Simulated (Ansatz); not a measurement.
TaH3OCl3F: several calculations on one system

**1. Relaxation**

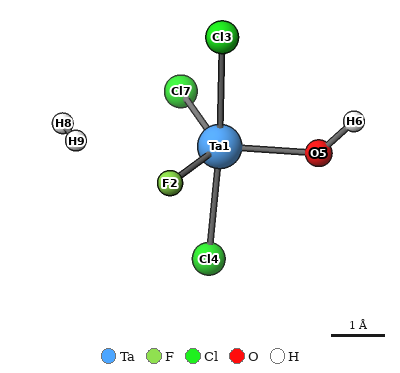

TaH$_{3}$OCl$_{3}$F, before the relaxation. The picture is a ball-and-stick view, seen at a tilt.

The run prepares an end point of a later path (reaction) calculation, from a guessed geometry.

These are results of Ansatz 0.2.0, RKS PBE/def2-SVP, not measurements.

The input:
```yaml
crystal:
  periodic: [false, false, false]
  atoms:
    - { symbol: Ta, position_ang: [-0.119556, 0.093096, 0.111754] }
    - { symbol: F, position_ang: [1.772307, 0.304182, 0.289239] }
    - { symbol: Cl, position_ang: [-0.225604, 0.28085, 2.463198] }
    - { symbol: Cl, position_ang: [0.222945, -0.120485, -2.198491] }
    - { symbol: O, position_ang: [-1.128126, 1.658993, -0.116234] }
    - { symbol: H, position_ang: [-1.499982, 2.271294, 0.546385] }
    - { symbol: Cl, position_ang: [-1.482764, -1.782613, 0.158855] }
    - { symbol: H, position_ang: [1.471637, -2.373046, 0.743956] }
    - { symbol: H, position_ang: [1.878343, -1.776572, 0.721038] }
basis:
  gaussian: { orbitals: def2-SVP }
hamiltonian:
  xc: pbe
relax:
  f_tol: 0.03
  max_steps: 50
```

Launched with:
```bash
ansatz run input.yaml --threads 4 --pin off --max-ram 5120MiB --backend cpu --events-out ev --progress --plain --runs-dir out
```

Q: What does the optimiser find from here?

A: The largest move after the best rigid fit is that of H9, 0.69 Å. Largest moves by element: H 0.69 Å, Cl 0.33 Å, O 0.20 Å, Ta 0.19 Å, F 0.15 Å. Some distances before and after: Ta1–H9 2.803 → 3.652 Å, Ta1–H8 3.002 → 3.704 Å, H8–H9 0.722 → 0.768 Å, Ta1–F2 1.912 → 1.884 Å. Bond angles that change, for instance: F2–Ta1–Cl7 132.0° → 123.8°, F2–Ta1–O5 116.8° → 121.8°, O5–Ta1–Cl7 111.2° → 114.4°. Over 8 geometry steps the energy falls by 2.83 kcal/mol. Largest force component: 1.6 eV/Å at the start, 0.02 eV/Å at the end.

Final geometry:

```xyz
9

Ta   -0.2088    0.2584    0.1074
F     1.6567    0.3821    0.3378
Cl   -0.3685    0.5750    2.4477
Cl    0.1547    0.0594   -2.2003
O    -1.2787    1.7871   -0.1593
H    -1.6577    2.4095    0.4875
Cl   -1.3890   -1.7241    0.2217
H     1.7037   -2.8517    0.7334
H     2.2768   -2.3400    0.7438
```

After the run, drawn alike:

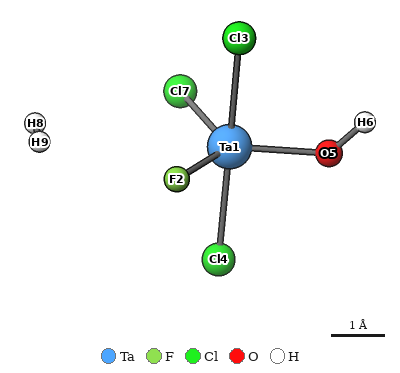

**2. Relaxation**

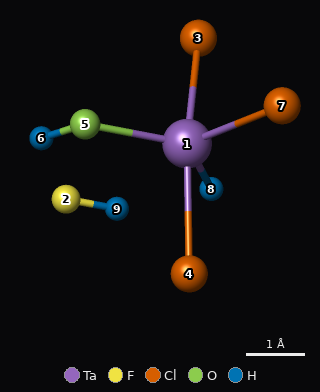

TaH₃OCl₃F, before the relaxation. The picture is a ball-and-stick view, seen from a free direction.

The run prepares an end point of a later path (reaction) calculation, from a guessed geometry.

Theory: RKS PBE/def2-SVP in Ansatz.

Input file:
```yaml
crystal:
  periodic: [false, false, false]
  atoms:
    - { symbol: Ta, position_ang: [-0.621229, -0.583447, 0.211742] }
    - { symbol: F, position_ang: [2.118175, 0.878015, 0.547623] }
    - { symbol: Cl, position_ang: [-0.450704, -0.862886, 2.529163] }
    - { symbol: Cl, position_ang: [0.065263, -0.770422, -2.017601] }
    - { symbol: O, position_ang: [-0.792307, 1.291588, 0.23275] }
    - { symbol: H, position_ang: [-0.010469, 1.873142, 0.341993] }
    - { symbol: Cl, position_ang: [-2.566139, -1.786745, -0.033517] }
    - { symbol: H, position_ang: [0.951892, -1.427905, 0.373952] }
    - { symbol: H, position_ang: [2.194718, -0.05564, 0.533595] }
basis:
  gaussian: { orbitals: def2-SVP }
hamiltonian:
  xc: pbe
relax:
  f_tol: 0.03
  max_steps: 50
output:
  orbitals: {}
```

Launched with:
```bash
ansatz run input.yaml --threads 4 --pin off --max-ram 5120MiB --backend cpu --events-out ev --progress --plain --runs-dir out
```

Q: Where does the relaxation end?

A: Over 9 geometry steps the energy falls by 3.64 kcal/mol. Largest force component: 0.55 eV/Å at the start, 0.016 eV/Å at the end. The largest move after the best rigid fit is that of H9, 0.48 Å. Largest moves by element: H 0.48 Å, F 0.47 Å, Cl 0.25 Å, Ta 0.24 Å, O 0.07 Å. Among the contacts that change: Ta1–F2 3.123 → 2.414 Å, Ta1–H9 2.883 → 2.272 Å, F2–H9 0.937 → 1.006 Å, Ta1–H8 1.793 → 1.831 Å. New bonds form, among them: Ta1–F2 (3.12 → 2.41 Å). Among the angles between lasting bonds that change: O5–Ta1–H8 123.2° → 135.5°, O5–Ta1–Cl7 116.4° → 109.1°, Ta1–O5–H6 121.3° → 126.9°. Cost: 19 s on 4 threads of AMD EPYC 7R43 64-Core Processor (Zen 3), with other jobs on the host, peak memory 0.22 GiB.

The structure at the end:

```xyz
9

Ta   -0.4039   -0.4794    0.2390
F     1.7320    0.6151    0.5023
Cl   -0.2905   -0.7974    2.5592
Cl    0.2227   -0.6982   -2.0099
O    -0.8181    1.3577    0.2321
H    -0.1882    2.1018    0.3181
Cl   -2.3435   -1.6870   -0.0049
H     1.1273   -1.4725    0.3893
H     1.8513   -0.3843    0.4945
```

The end point in the same view:

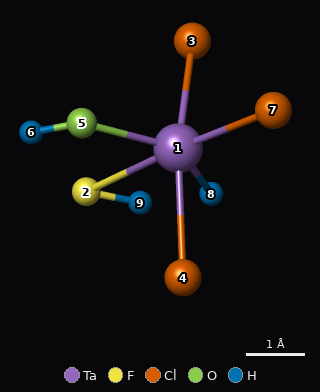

**3. Path**

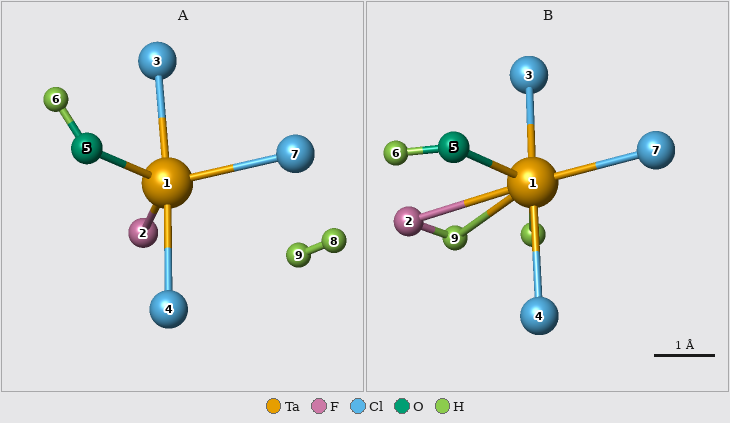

The two relaxed end points of a path for TaH₃OCl₃F, made up at the start of TaHOCl3F and H2. The picture is a ball-and-stick view, seen from a free direction.

Theory: RKS PBE/def2-SVP in Ansatz 0.2.0.

Set-up: 7 movable images; climbing image; force threshold 0.05 eV/Å; iteration limit 60.

Start:
```xyz
9

Ta   -0.2086    0.2583    0.1069
F     1.6569    0.3816    0.3380
Cl   -0.3691    0.5772    2.4468
Cl    0.1559    0.0570   -2.2005
O    -1.2779    1.7871   -0.1618
H    -1.6569    2.4103    0.4843
Cl   -1.3895   -1.7236    0.2225
H     1.7026   -2.8519    0.7367
H     2.2759   -2.3403    0.7468
```

End:
```xyz
9

Ta   -0.4045   -0.4812    0.2547
F     1.7330    0.6210    0.4682
Cl   -0.3165   -0.6461    2.5919
Cl    0.2445   -0.8497   -1.9680
O    -0.8111    1.3529    0.1226
H    -0.1791    2.0989    0.1661
Cl   -2.3463   -1.6957    0.0702
H     1.1210   -1.4674    0.4864
H     1.8483   -0.3771    0.5275
```

Question: What barrier does the band find between them, and by what path?

Answer: The energy climbs by 27.5 kcal/mol to image 7 and then falls by 0.3 kcal/mol, so the end point sits at +27.1 kcal/mol. Breaking: H8–H9 (0.77 → 1.08 at the top → 1.31 Å). Forming: F2–H9 (2.82 → 1.12 at the top → 1.01 Å), Ta1–H8 (3.70 → 1.89 at the top → 1.83 Å), Ta1–H9 (3.65 → 2.10 at the top → 2.27 Å). The band is converged. At the top, the vibrational analysis gives one imaginary mode (314i cm⁻¹), as a transition state must have.

Energies of the converged images:

| image | path (Å) | E (kcal/mol) |
| --- | --- | --- |
| 0 | 0.00 | 0.0 |
| 1 | 0.65 | 0.4 |
| 2 | 1.30 | 1.1 |
| 3 | 1.95 | 1.8 |
| 4 | 2.60 | 2.7 |
| 5 | 3.26 | 5.6 |
| 6 | 3.91 | 14.1 |
| 7 | 4.56 | 27.5 |
| 8 | 4.82 | 27.1 |

The geometry at the top of the path:

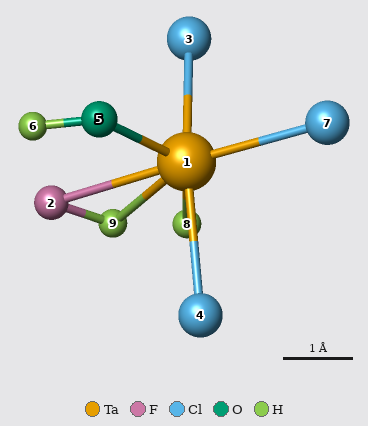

Limits of the set-up: the start holds two separate molecules, 2.8 Å apart at their closest, whose relative position is a soft coordinate and is computed without a dispersion correction.

Cost: 3.8 min on 4 threads of AMD EPYC 7R43 64-Core Processor (Zen 3) (shared host), peak memory 0.22 GiB.
